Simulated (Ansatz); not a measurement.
| atom | x (Å) | y (Å) | z (Å) |
| --- | --- | --- | --- |
| Ge | 0.3956 | 0.0620 | -0.1716 |
| F | -0.7743 | 0.6892 | 2.4864 |
| O | 1.4642 | -0.0388 | -1.5814 |
| H | 2.1571 | -0.7015 | -1.4888 |
| H | -0.7295 | 0.9918 | -0.6171 |
| H | 0.0268 | -1.3150 | 0.3786 |
| O | 1.3582 | 0.8147 | 1.1650 |
| H | 1.7769 | 1.6430 | 0.9042 |
| H | 0.1251 | 0.8548 | 2.2417 |

Level of theory: Ansatz, RKS PBE0-D4/def2-SVP.

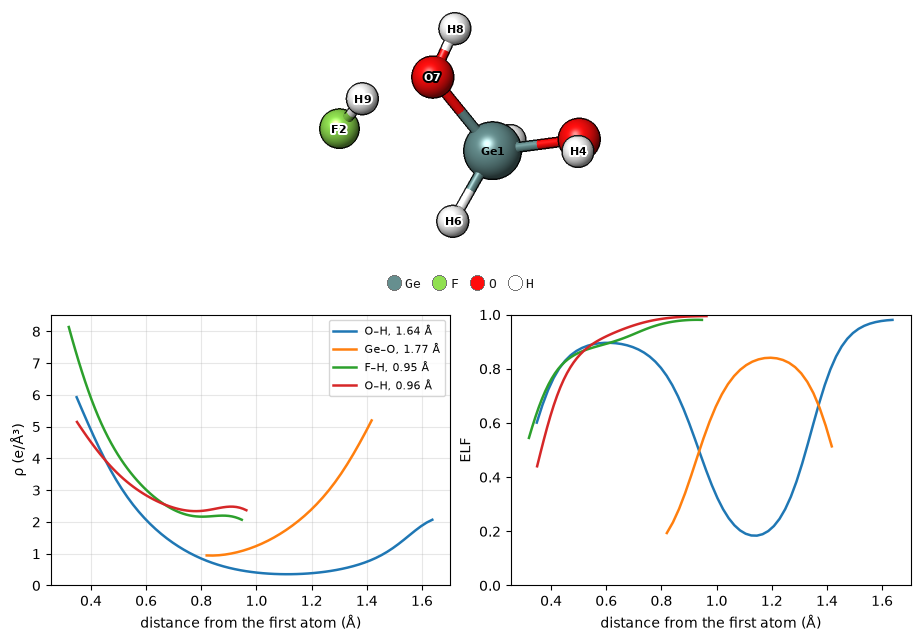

GeH$_{4}$O$_{2}$···HF. Total electron density and ELF along straight lines between neighbouring atoms. The curves leave out the atomic cores. The structure is drawn too.

Q: What can be read from the curves?

A: O7···H9 (1.64 Å): the density falls to about 0.36 e/Å³ on the way; the ELF dips to about 0.20 between them: by its geometry a hydrogen bond between the two molecules, with no shared pair.
Ge–O (1.77 Å): ρ is about 0.97 e/Å³ halfway; the ELF peaks at about 0.85 in the valence shell of O, 0.6 Å from its nucleus, and is about 0.35 at the midpoint.
F–H (0.95 Å): ρ is about 4.5 e/Å³ halfway; the ELF climbs to about 1 towards the hydrogen, as it does in any bond to H; a covalent bond by its length.
O–H (0.96 Å): ρ is about 3.7 e/Å³ halfway; the ELF climbs to about 1 towards the hydrogen: an ordinary covalent bond to hydrogen.
